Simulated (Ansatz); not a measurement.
**Dielectric function and optical constants of SiMo3**

Aim: the dielectric function of SiMo3, and the optical constants that follow from it.

Program: Ansatz 0.2.0. Level of theory: DFT, PBE, plane-wave PAW, default files, scalar-relativistic, independent-particle optical response without local fields. Results are calculated unless marked as measured.

## 1. The starting structure

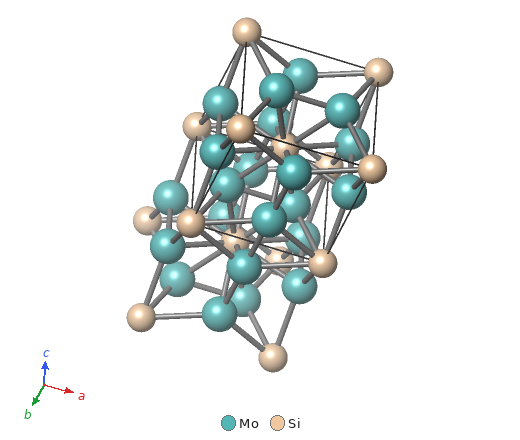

The starting structure, seen from a free direction (molybdenum teal, silicon light orange). 1×2×1 cells are drawn. Some periodic images of atoms are drawn too.

Coordinates:

```cif
data_structure
_symmetry_space_group_name_H-M 'Pm-3n'
_symmetry_Int_Tables_number 223
_cell_length_a 4.8890
_cell_length_b 4.8890
_cell_length_c 4.8890
_cell_angle_alpha 90.000
_cell_angle_beta 90.000
_cell_angle_gamma 90.000
_cell_volume 116.86
loop_
_atom_site_label
_atom_site_type_symbol
_atom_site_symmetry_multiplicity
_atom_site_Wyckoff_symbol
_atom_site_fract_x
_atom_site_fract_y
_atom_site_fract_z
_atom_site_occupancy
Mo1 Mo 6 c 0.00000 0.50000 0.25000 1
Si1 Si 2 a 0.50000 0.50000 0.50000 1
```

## 2. Ground state and bands

First the ground state: is it a metal or has it a gap?

This step: DFT, PBE, plane-wave PAW, default files, scalar-relativistic, ground state (Ansatz 0.2.0).

File input.yaml:

```yaml
crystal:
  lattice:
    - [4.889, 0.0, 0.0]
    - [0.0, 4.889, 0.0]
    - [0.0, 0.0, 4.889]
  atoms:
    - { symbol: Mo, position: [0.0, 0.5, 0.25] }
    - { symbol: Mo, position: [0.0, 0.5, 0.75] }
    - { symbol: Mo, position: [0.5, 0.25, 0.0] }
    - { symbol: Mo, position: [0.75, 0.0, 0.5] }
    - { symbol: Mo, position: [0.5, 0.75, 0.0] }
    - { symbol: Mo, position: [0.25, 0.0, 0.5] }
    - { symbol: Si, position: [0.5, 0.5, 0.5] }
    - { symbol: Si, position: [0.0, 0.0, 0.0] }
kpoints:
  mp_grid: { grid: [5, 5, 5] }
  band_path:
    path:
      - [[0.0, 0.0, 0.0], [0.0, 0.5, 0.0], [0.5, 0.5, 0.0], [0.0, 0.0, 0.0], [0.5, 0.5, 0.5], [0.0, 0.5, 0.0]]
      - [[0.5, 0.5, 0.0], [0.5, 0.5, 0.5]]
    npoints: 8
scf:
  occupations: { method: fermi_dirac, width: 0.05 }
  n_extra_bands: 12
hamiltonian:
  xc: pbe
  pseudopotentials: { kind: paw }
output:
  forces: true
  stress: true
  populations: true
  write_bands: true
```

The run is started by

```console
$ ansatz run input.yaml --threads 4 --pin off --max-ram 8192MiB --backend cpu --events-out ev --progress --plain --runs-dir out
```

Numbers of over 12 decimals in the logs are rounded to 6 here.

What it wrote:

```text
scf.n_extra_bands = 12 over 46 filled bands (N_el = 92.0): the run solves 58 bands
Engine: ansatz 0.2.0, x86_64-unknown-linux-gnu
Pseudopotentials: kind: paw
Pseudopotential: Mo, paw, valence charge 14, recommended cutoff 420 eV (normal), Mo.paw.azcp
Pseudopotential: Si, paw, valence charge 4, recommended cutoff 420 eV (normal), Si.paw.azcp
Functional definition: PBE
  parameter kappa = 0.804
  parameter beta = 0.066725
  exchange = pbe_x(kappa = kappa, mu = beta*pi^2/3)
  correlation = pbe_c(beta = beta)
Crystal: 8 atoms, lattice volume = 116.858 Å³
Basis set: ecut = 420 eV, 2301 PW (Γ), exchange–correlation on 72×72×72 points (8 copies of the dense FFT grid, shifted against one another)
Bands: 58, of which v1, the nominal top of the filled ones, is band 46 counted from 1 (45 counted from 0)
Symmetry: 48 space group operations
Space group: Pm-3n (ITA 223), of the structure as read, at distance tolerance 4.9e-5 Å
k-points: 10 of 125
Non-local potential: Mo, projectors of the file, l = 0: 3, l = 1: 2, l = 2: 2, l = 3: 1
Non-local potential: Si, projectors of the file, l = 0: 2, l = 1: 2, l = 2: 2
PAW form: soft (Blöchl's): semilocal exchange-correlation on the pseudo side does not see the compensation charge
PAW one-centre angular grid: Mo, 590 points (default); XC on 64 Gauss nodes
PAW one-centre angular grid: Si, 110 points (default); XC on 64 Gauss nodes
Initial density: superposition of atomic densities (neutral atoms: chi_scale 0, normalization atom), corrected by the library's trained network
Initial wavefunctions: pseudopotential atomic-orbital guess
Functional: x = pbe(κ = 0.804, μ = 0.219515), c = pbe(β = 0.066725)
SCF iter   1: F=—  HF=-31010.379113 eV  |F-HF|=—  |Δ(HF+E_count)|=         —  Δρ=3.58e-3  dr2=6.37e-3  ethr=1.77e-3  ⟨swp⟩=5.8  Hψ=2040  notcnv=0  defer=3
preconditioner: auto → Resta (q_TF=auto, 2.622 Å⁻¹)  ε∞=18.1  [insulator: Δε(μ)=0.187 eV  Ē_g=5.505 eV  σ=0.050 eV  W_gap=0.73  n_scr=32 (ndim 8)  ℏωp=22.8 eV  f_vac=0.000  D(μ)=2.46/eV (n_scr^D=18)  ε∞_Penn≈18.1]
SCF iter   2: F=—  HF=-31010.381434 eV  |F-HF|=—  |Δ(HF+E_count)|=   2.32e-3  Δρ=2.04e-3  dr2=2.05e-3  ethr=6.92e-6  ⟨swp⟩=2.8  Hψ=1097  notcnv=0  defer=5
SCF iter   3: F=—  HF=-31010.381880 eV  |F-HF|=—  |Δ(HF+E_count)|=   4.46e-4  Δρ=2.33e-4  dr2=2.75e-5  ethr=2.22e-6  ⟨swp⟩=2.0  Hψ=758  notcnv=0  defer=5
SCF iter   4: F=—  HF=-31010.381875 eV  |F-HF|=—  |Δ(HF+E_count)|=   5.36e-6  Δρ=4.52e-5  dr2=1.11e-6  ethr=2.98e-8  ⟨swp⟩=2.1  Hψ=974  notcnv=0  defer=5
iter 5 did not close the SCF: its close was put off for the readings that it lacked (scf_convergence_deferred on its scf_iter line)
SCF iter   5: F=-31010.381875 eV  HF=-31010.381875 eV  |F-HF|=1.19e-8  |Δ(HF+E_count)|=   1.12e-7  Δρ=8.20e-6  dr2=3.00e-8  ethr=1.21e-9  ⟨swp⟩=2.6  Hψ=1011  notcnv=0  defer=5
SCF iter   6: F=-31010.381875 eV  HF=-31010.381875 eV  |F-HF|=4.37e-11  |Δ(HF+E_count)|=   1.27e-8  Δρ=9.11e-7  dr2=6.10e-10  ethr=3.26e-11  ⟨swp⟩=6.3  Hψ=1831  notcnv=0
SCF 1 converged in 6 iterations: F = -31010.381875 eV  dr2 = 6.10e-10
  greatest PAW one-centre occupation: 0.998 electrons in one spin orbital (limit 2), on the Mo atom at site 4 (counted from 0), in its partial waves of l = 0
NSCF: frozen V_eff on 50 k-points
SCF converged after 6 iterations
Free energy (F): -31010.381875 eV
Harris-Foulkes:  -31010.381875 eV  (|F-HF|=4.37e-11)
Internal energy: -31010.359522 eV  (E = F + TS)
E sigma→0 (E₀):  -31010.370698 eV
Entropy (-TS):   -0.022353 eV (-2.794 meV/atom)
Fermi energy:    19.772565 eV
--- Per-component energies (eV) ---
  E_band       = -344.137306
  E_kinetic    = 2745.861388
  E_local      = -5516.846491  (includes V_loc(G=0)·N_el)
  E_nonlocal   = 908.719240
  E_hartree    = 1933.322408
  E_xc         = -1218.315926
  E_vxc        = -1477.253077  (∫ρ·V_xc dr)
  E_paw        = -20235.067833  (= ΣΔE_a)
  E_vpaw       = -871.262719  (= ΣTr[D̂ρ^β])
  E_aug_tail   = 0.000337  (compensation charges beyond the density's cutoff)
  E_ewald      = -9628.032645
  E_smearing   = -0.022353  (= −TS)
  E_closure    = -0.000000  (closes the sum)
  Σ components = -31010.381875   (vs F -31010.381875, Δ=0.00e0)
--- Forces (eV/Å), atoms counted from 1 ---
  atom   1  Mo     0.00000000    -0.00000000     0.00000000
  atom   2  Mo    -0.00000000     0.00000000    -0.00000000
  atom   3  Mo     0.00000000    -0.00000000     0.00000000
  atom   4  Mo     0.00000000    -0.00000000     0.00000000
  atom   5  Mo    -0.00000000     0.00000000    -0.00000000
  atom   6  Mo    -0.00000000     0.00000000    -0.00000000
  atom   7  Si    -0.00000000     0.00000000    -0.00000000
  atom   8  Si    -0.00000000     0.00000000     0.00000000
  max |Σ_I F_I| component: 1.85e-17 eV/Å
--- Stress (GPa, compression-positive) ---
        2.036544       0.000000       0.000000
        0.000000       2.036544       0.000000
        0.000000       0.000000       2.036544
  P = ⅓ Tr σ = 2.0365 GPa (20.365 kbar)
--- Band table (eV; the first three rows and the last of 10) ---
  k-point 0: bands = [... 42 lower, 18.1779, 18.1779, 20.9901, 20.9901, 20.9901, 21.8037, 22.1114, 22.1114, ... 8 higher]
  k-point 1: bands = [... 42 lower, 18.2879, 18.3717, 20.3588, 20.7714, 20.7714, 21.6205, 21.7730, 21.8788, ... 8 higher]
  k-point 2: bands = [... 42 lower, 18.0662, 18.2469, 19.4609, 20.6504, 20.6504, 20.9258, 21.2631, 21.3579, ... 8 higher]
  k-point 9: bands = [... 42 lower, 18.0938, 18.2505, 18.2505, 18.3553, 19.2442, 19.2442, 20.8953, 20.8953, ... 8 higher]
--- Löwdin populations: 8 sites ---
  site symbol       q [e]
     0     Mo     13.8778
     1     Mo     13.8778
     2     Mo     13.8778
     3     Mo     13.8778
     4     Mo     13.8778
     5     Mo     13.8778
     6     Si      4.0920
     7     Si      4.0920
  spilling = 0.005971 (of n_electrons = 92.000000)
```

It took 8.8 s on 4 threads of Intel Xeon at 2.50GHz (Skylake/Cascade Lake), shared host; peak memory 0.55 GiB; 27 s of CPU time.

In the SCF lines HF is the Harris–Foulkes energy and dr2 the Hartree energy of the density residual, in eV; the loop may stop once dr2 is under the threshold and the program's other checks hold. Hψ counts applications of the Hamiltonian.

This step gave:

- free energy: -31010.3819 eV
- Fermi energy: 19.77 eV
- electrons: 92
- symmetry operations: 48
- pressure: 2.037 GPa
- volume: 116.9 Å³
- gap on the path: 0 eV

There are states at the Fermi level within the smearing, so the occupations stay smeared and the carriers get a Drude term. The cell is left with a pressure of 2.0 GPa, as it stands unrelaxed at this level.

Electronic bands along the path, in eV, zero at the Fermi level; # counts the bands kept:

| point | #19 | #20 | #21 | #22 | #23 | #24 | #25 | #26 |
| --- | --- | --- | --- | --- | --- | --- | --- | --- |
| Γ | -1.59 | -1.59 | 1.22 | 1.22 | 1.22 | 2.03 | 2.34 | 2.34 |
| X | -1.73 | -1.73 | 0.20 | 0.20 | 0.90 | 0.90 | 1.48 | 1.48 |
| M | -1.13 | -0.92 | -0.92 | -0.81 | -0.71 | -0.53 | -0.16 | 0.20 |
| Γ | -1.59 | -1.59 | 1.22 | 1.22 | 1.22 | 2.03 | 2.34 | 2.34 |
| R | -1.24 | -1.24 | -1.24 | -1.24 | -1.24 | -1.24 | 1.23 | 1.23 |
| X | -1.73 | -1.73 | 0.20 | 0.20 | 0.90 | 0.90 | 1.48 | 1.48 |
| jump to M | -1.13 | -0.92 | -0.92 | -0.81 | -0.71 | -0.53 | -0.16 | 0.20 |
| R | -1.24 | -1.24 | -1.24 | -1.24 | -1.24 | -1.24 | 1.23 | 1.23 |

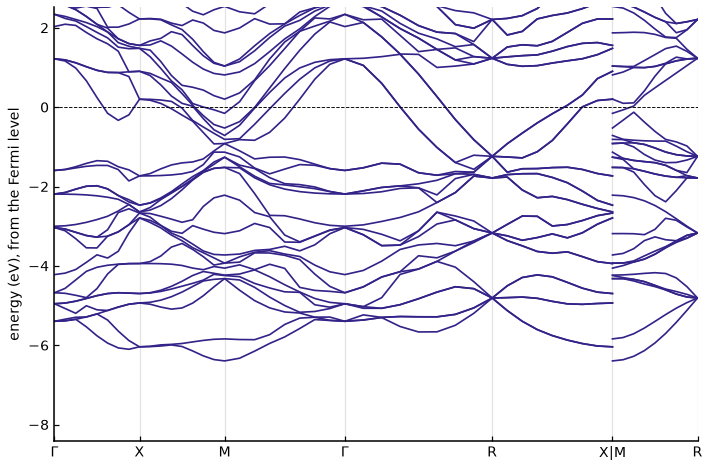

Electronic bands along the path.

## 3. Spectrum

With the density converged, the vertical transitions are summed over the zone.

This step: DFT, PBE, plane-wave PAW, default files, scalar-relativistic, independent-particle optical response without local fields (Ansatz 0.2.0).

input.yaml, the sections that differ from step 2:

```yaml
kpoints:
  mp_grid: { grid: [5, 5, 5] }
scf:
  occupations: { method: fermi_dirac, width: 0.05 }
output:
  optics:
    e_range: [0, 14]
    de: 0.05
    sigma: 0.1
    drude_damping: 0.05
    nscf_kmesh: { grid: [6, 6, 6] }
    bands: { spectra_wanted_up_to: 14 }
# crystal, hamiltonian: as in step 2
```

What it wrote:

```text
[...]
Crystal: 8 atoms, lattice volume = 116.858 Å³
Basis set: ecut = 420 eV, 2301 PW (Γ)
Bands: 56, of which v1, the nominal top of the filled ones, is band 46 counted from 1 (45 counted from 0)
Symmetry: 48 space group operations
[...]
k-points: 10 of 125
[...]
SCF iter   1: F=—  HF=-31010.379030 eV  |F-HF|=—  |Δ(HF+E_count)|=         —  Δρ=3.57e-3  dr2=6.29e-3  ethr=1.77e-3  ⟨swp⟩=5.8  Hψ=1955  notcnv=0
[...]
SCF iter   7: F=-31010.381886 eV  HF=-31010.381886 eV  |F-HF|=0.00e0  |Δ(HF+E_count)|=  1.96e-10  Δρ=1.17e-7  dr2=7.50e-12  ethr=1.00e-12  ⟨swp⟩=5.0  Hψ=1818  notcnv=0
SCF 1 converged in 7 iterations: F = -31010.381886 eV  dr2 = 7.50e-12
[...]
NSCF: frozen V_eff on 20 k-points
output.optics: what the bands over the 97 summed would add to eps1, eps2 and the energy-loss function is held between a lower and an upper bound (8 Lanczos steps). eps1, eps2 and their loss function (loss_summed_bands) are given on every row as the summed bands alone make them. Along an axis, on a row where the two bounds hold the loss function to about 1 % of the greater of itself and 0.5 % of |1/eps|, its cell (loss_completed) is given, with the completed eps1 and eps2 that it is formed of (a cell that is left empty reads nan in the table and null in the record). The two bounds hold it so along every axis on all 280 rows up to 14.000 eV. [rest of the remark cut]
SCF converged after 7 iterations
Free energy (F): -31010.381886 eV
[...]
Internal energy: -31010.359533 eV  (E = F + TS)
E sigma→0 (E₀):  -31010.370709 eV
Entropy (-TS):   -0.022353 eV (-2.794 meV/atom)
Fermi energy:    19.772550 eV
[...]
--- Band table (eV; the first three rows and the last of 10) ---
  k-point 0: bands = [... 42 lower, 18.1779, 18.1779, 20.9901, 20.9901, 20.9901, 21.8036, 22.1114, 22.1114, ... 6 higher]
  k-point 1: bands = [... 42 lower, 18.2879, 18.3717, 20.3588, 20.7714, 20.7714, 21.6205, 21.7730, 21.8788, ... 6 higher]
  k-point 2: bands = [... 42 lower, 18.0662, 18.2469, 19.4609, 20.6504, 20.6504, 20.9258, 21.2631, 21.3578, ... 6 higher]
  k-point 9: bands = [... 42 lower, 18.0938, 18.2505, 18.2505, 18.3552, 19.2442, 19.2442, 20.8953, 20.8953, ... 6 higher]
```

Wall time 2.5 min (4 threads); peak memory 1.5 GiB; 9 min of CPU time.

This step gave:

```
main peak of the optical conductivity above 1 eV, first axis : 3.965 eV
Drude plasma energy, first axis                              : 5.700 eV
bands summed                                                 : 97
spectra valid up to                                          : 20.20 eV
program's estimate of the k-sum error in Im epsilon          : 0.12 %
electrons in the f-sum                                       : 67.53
```

Im ε, any direction against photon energy; read off at these points:

| photon energy (eV) | Im ε, any direction |
| --- | --- |
| 1.0 | 37.5 |
| 2.0 | 33.8 |
| 2.4 | 35.4 |
| 3.0 | 25.0 |
| 4.0 | 24.6 |
| 5.0 | 11.8 |
| 6.0 | 10.7 |
| 7.0 | 6.92 |
| 8.0 | 5.49 |
| 9.0 | 3.81 |
| 10.0 | 3.60 |
| 11.0 | 3.28 |
| 12.0 | 2.81 |
| 13.0 | 1.94 |
| 14.0 | 1.73 |

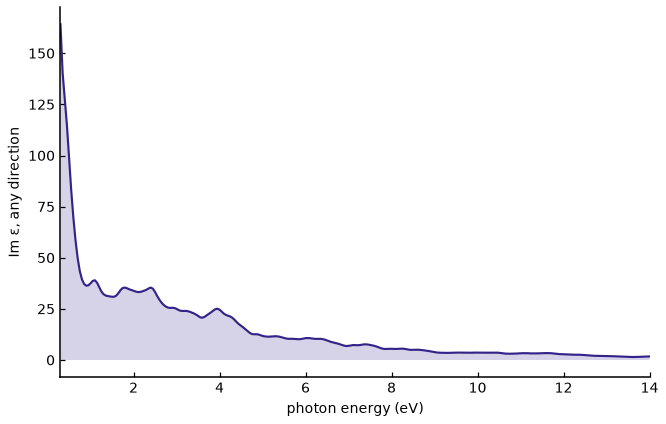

Im ε, any direction against photon energy.

Re ε, any direction against photon energy:

| photon energy (eV) | Re ε, any direction |
| --- | --- |
| 1 | -7.08 |
| 2 | 5.76 |
| 3 | -1.48 |
| 4 | -4.93 |
| 5 | -6.32 |
| 6 | -4.00 |
| 7 | -4.35 |
| 8 | -4.14 |
| 9 | -3.89 |
| 10 | -2.40 |
| 11 | -1.92 |
| 12 | -2.38 |
| 13 | -2.02 |
| 14 | -1.33 |

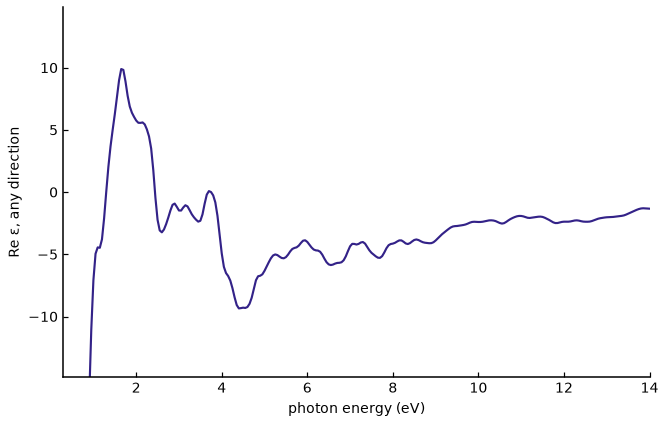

Re ε, any direction against photon energy. Below 1 eV the curve runs off the scale.

Values under 1 per cm are given as 1. The absorption coefficient, any direction by photon energy:

| photon energy (eV) | absorption coefficient, any direction (1/cm) |
| --- | --- |
| 1.00 | 4.8e5 |
| 2.00 | 7.7e5 |
| 3.00 | 1.1e6 |
| 4.00 | 1.6e6 |
| 5.00 | 1.6e6 |
| 6.00 | 1.7e6 |
| 7.00 | 1.8e6 |
| 8.00 | 1.9e6 |
| 9.00 | 2.0e6 |
| 10.00 | 1.9e6 |
| 11.00 | 1.9e6 |
| 12.00 | 2.1e6 |
| 13.00 | 2.0e6 |
| 14.00 | 1.9e6 |

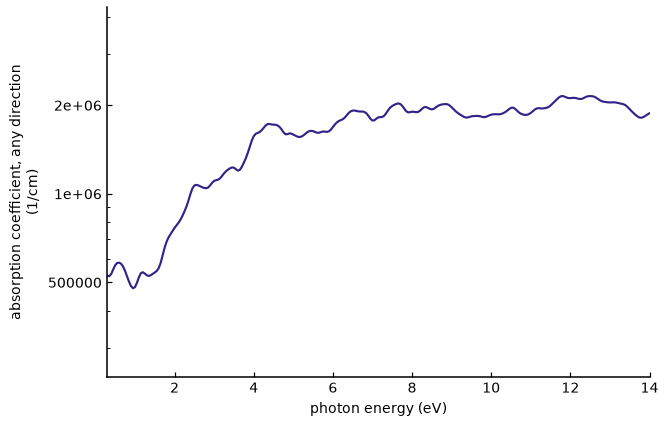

Absorption coefficient, any direction, plotted against photon energy.

Table of loss function −Im 1/ε at q → 0, any direction by energy loss; read off at these points:

| energy loss (eV) | loss function −Im 1/ε at q → 0, any direction |
| --- | --- |
| 0.50 | 0.00459 |
| 1.00 | 0.0257 |
| 1.50 | 0.0311 |
| 2.00 | 0.0287 |
| 2.50 | 0.0299 |
| 3.00 | 0.0399 |
| 3.50 | 0.0459 |
| 4.00 | 0.0390 |
| 4.50 | 0.0457 |
| 5.00 | 0.0659 |
| 5.50 | 0.0752 |
| 6.00 | 0.0821 |
| 6.50 | 0.0765 |
| 7.00 | 0.104 |
| 7.50 | 0.0943 |
| 8.00 | 0.116 |
| 8.50 | 0.126 |
| 9.00 | 0.129 |
| 9.50 | 0.176 |
| 10.00 | 0.192 |
| 10.50 | 0.190 |
| 10.90 | 0.230 |
| 11.00 | 0.227 |
| 11.50 | 0.221 |
| 12.00 | 0.208 |
| 12.50 | 0.210 |
| 13.00 | 0.247 |
| 13.50 | 0.286 |
| 13.85 | 0.375 |
| 14.00 | 0.363 |

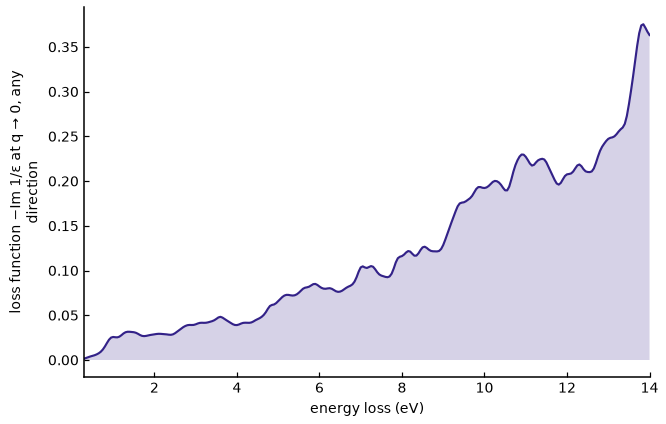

Loss function −Im 1/ε at q → 0, any direction, plotted against energy loss.

The reflectivity at normal incidence, any direction has structure finer than the step of the table below, so its rows give means over 1 eV, whole bins alone (the curve runs from 0.3 to 14 eV). Peaks (eV: height): 2.5: 62.6, 4.4: 64.0, 6.8: 58.1, 7.8: 58.6, 8.9: 57.2, 10.6: 48.1, 12.7: 52.6.

Table of reflectivity at normal incidence, any direction by photon energy; means over each step:

| photon energy (eV) | reflectivity at normal incidence, any direction (%) |
| --- | --- |
| 1 | 71.2 |
| 2 | 59.6 |
| 3 | 58.7 |
| 4 | 59.7 |
| 5 | 58.9 |
| 6 | 54.2 |
| 7 | 55.2 |
| 8 | 55.2 |
| 9 | 53.8 |
| 10 | 46.5 |
| 11 | 44.3 |
| 12 | 48.0 |
| 13 | 51.5 |

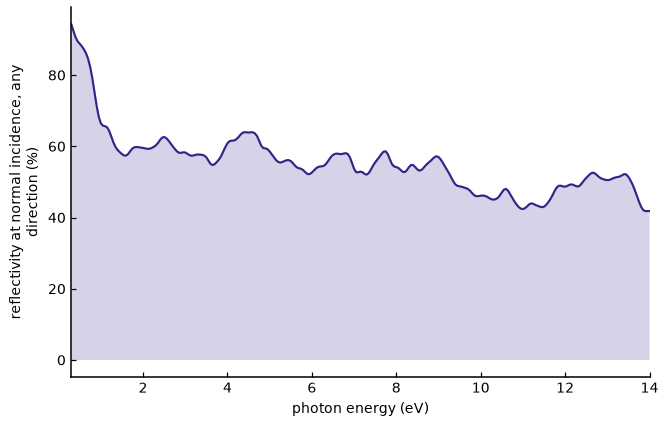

Reflectivity at normal incidence, any direction, plotted against photon energy.

At chosen wavelengths:

| wavelength (nm) | n | k | R (%) | 1/α |
| --- | --- | --- | --- | --- |
| 1064 | 4.07 | 4.565 | 65.0 | 19 nm |
| 800 | 4.44 | 3.483 | 57.4 | 18 nm |
| 633 | 4.51 | 3.786 | 59.6 | 13 nm |
| 532 | 4.41 | 3.942 | 60.6 | 11 nm |
| 450 | 3.48 | 3.751 | 59.2 | 9.5 nm |
| 405 | 3.39 | 3.591 | 57.9 | 9.0 nm |
| 365 | 3.22 | 3.546 | 57.6 | 8.2 nm |

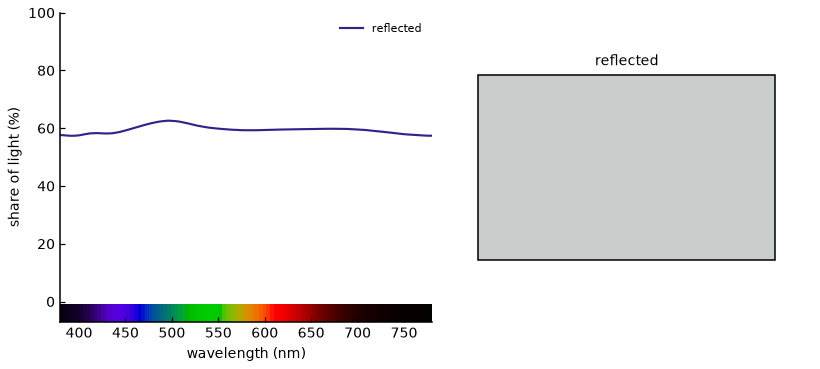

Light reflected across the visible range, with the colour that it makes of daylight (sRGB).

A polished face would reflect 60 % of daylight and look light grey (CIE x = 0.311, y = 0.331 under D65).

## 4. Results

- gap on the path: 0 eV
- main peak of the optical conductivity above 1 eV, first axis: 3.96 eV
- Drude plasma energy, first axis: 5.70 eV

**Reading.** At this level (PBE, independent particles) SiMo3 is a metal with a Drude plasma energy of 5.7 eV; it reflects 60 % at 550 nm. Along x the bare Drude plasma energy is 5.7 eV; Re ε first rises through zero at 1.30 eV, far lower, because interband transitions screen the carriers. Im ε is 32 there, so the loss peak at that energy is weak. A polished face would reflect 60 % of daylight and look light grey (CIE x = 0.311, y = 0.331 under D65). In the base run ε includes the program's bounded estimate of what the bands above those summed add. The carriers' damping of 0.05 eV is typed, not computed; at 0.8 eV the carriers give 8 % of Im ε along the first axis; the rest comes from the sum over bands, which at low energy also holds close bands and the noise of the mesh. The Fermi-Dirac width of 0.05 eV acts as an electron temperature of 580 K in the carriers' term.

[Logs are printed without paths, hosts, clocks, repeated set-up lines and the standing remarks that a program may print on its own settings, such as how far it seeks lower states.]

[Hosts, paths, dates, database ids (printed as entryN), source tags and the programs' standing remarks are cut or masked in the printed files.]
